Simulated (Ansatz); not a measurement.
TiC (rock salt)

```
CELL_PARAMETERS angstrom
      0.00000     2.14664     2.14664
      2.14664     0.00000     2.14664
      2.14664     2.14664     0.00000
ATOMIC_POSITIONS crystal
  C  0.00000 0.00000 0.00000
  Ti 0.50000 0.50000 0.50000
```

In each cell atom 2 (Ti, nearest neighbour C at 2.147 Å; its periodic images, 3.0 Å or more away, move with it) moves by s·(0.000, -1.000, 0.000) (towards the nearest neighbour), the rest being held.

These are PBEsol (plane waves to 420 eV, PAW, scalar-relativistic; Ansatz, a quantum-chemistry and plane-wave program) values and carry that method's errors. k mesh 15×15×15 (Γ-centred), Fermi-Dirac smearing 0.05 eV. The energy includes the smearing's −TS. Left out: 2 of 11 points, with atoms too close for the PAW data. With partly filled bands, energies and forces of such displacements shift with the k mesh and the smearing. F∥ is the force on the atom along that direction. TiC is run without spin polarisation. TiC was relaxed with its symmetry unable to fall. The zero of ΔE is the undisplaced structure.

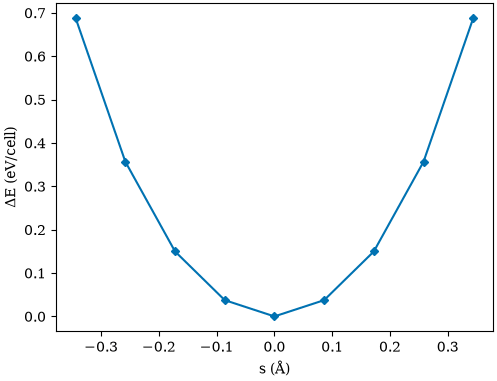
Figure. ΔE (eV/cell) against s (Å); computed points joined by lines.

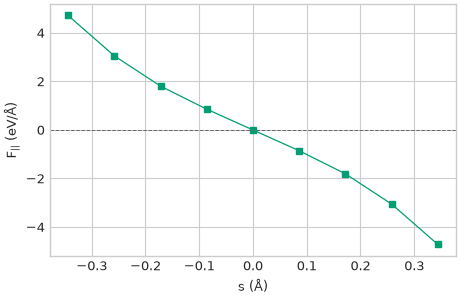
F∥ (eV/Å) against s (Å); computed points joined by lines.

The energy at s = 0.344 Å is 688 meV/cell, the force constant k = d²E/ds² at s = 0 (finite differences) comes out as 9.78 eV/Å² and the zone-centre optical wavenumber from k is 526 cm⁻¹. Harmonic estimate at the end of the scan: ½ks² = 578 meV/cell against the computed 688 meV/cell, so the well is stiffer than harmonic there. Symmetry of the curve: even: the same for both signs.

The forces along the line at the two nearest points give (0.856 − (-0.856)) / (2·0.086) = 9.95 eV/Å²; the next pair corrects for the finite step.

(A displaced cell: forces are minus the slopes of the energy, force constants its curvatures, and phonons follow from these.)
